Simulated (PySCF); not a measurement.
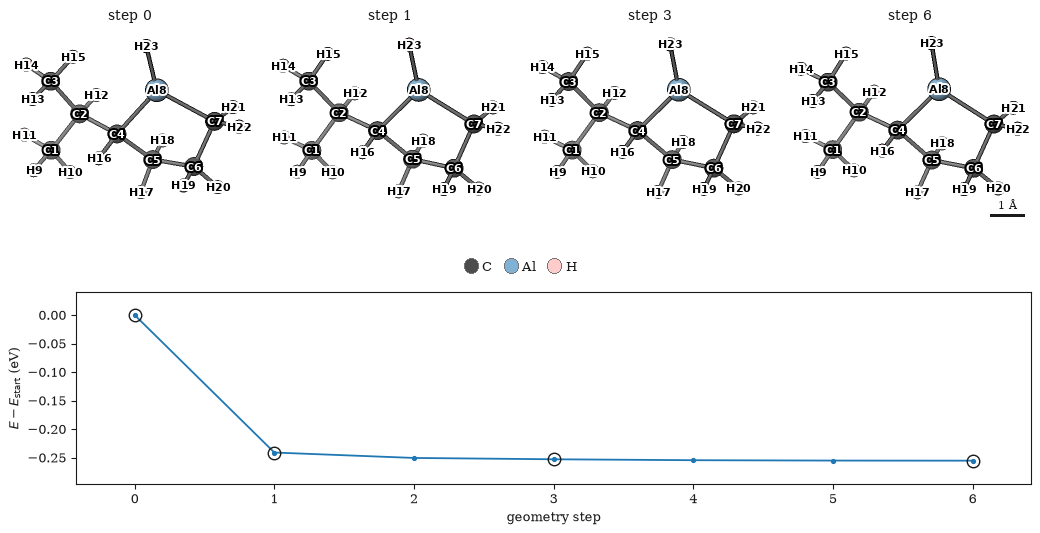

Frames of a relaxation of C₇H₁₅Al, marked on the history of the run. The picture is a ball-and-stick view, seen at a tilt.

The start comes from GFN2-xTB. Its atoms were then displaced at random by about 0.01 Å.

Computed with PBE0-D3(BJ)/def2-SVP geometry optimisation, gas phase in PySCF. 

Describe the path.

Answer. The largest move after the best rigid fit is that of H16, 0.27 Å. By element the largest moves are H 0.27 Å, C 0.12 Å, Al 0.09 Å. Some distances before and after: C1–H10 1.060 → 1.100 Å, C2–C4 1.572 → 1.533 Å, Al8–H23 1.557 → 1.595 Å, C7–Al8 1.999 → 1.965 Å. Bond angles that change, for instance: Al8–C4–H16 115.5° → 104.5°, Al8–C7–H21 113.7° → 108.5°, C2–C4–Al8 116.9° → 121.5°. After 6 geometry steps the energy has fallen by 0.255 eV. From step 0 to 1: H16 moves most (0.23 Å), energy −0.241 eV. From step 1 to 3: H14 moves most (0.05 Å), energy −0.012 eV. From step 3 to 6: H14 moves most (0.08 Å), energy −0.002 eV.

```json
{"step": "0", "E − E(0), eV": "0.0000"}
{"step": "1", "E − E(0), eV": "-0.2410"}
{"step": "2", "E − E(0), eV": "-0.2505"}
{"step": "3", "E − E(0), eV": "-0.2528"}
{"step": "4", "E − E(0), eV": "-0.2545"}
{"step": "5", "E − E(0), eV": "-0.2551"}
{"step": "6", "E − E(0), eV": "-0.2553"}
```
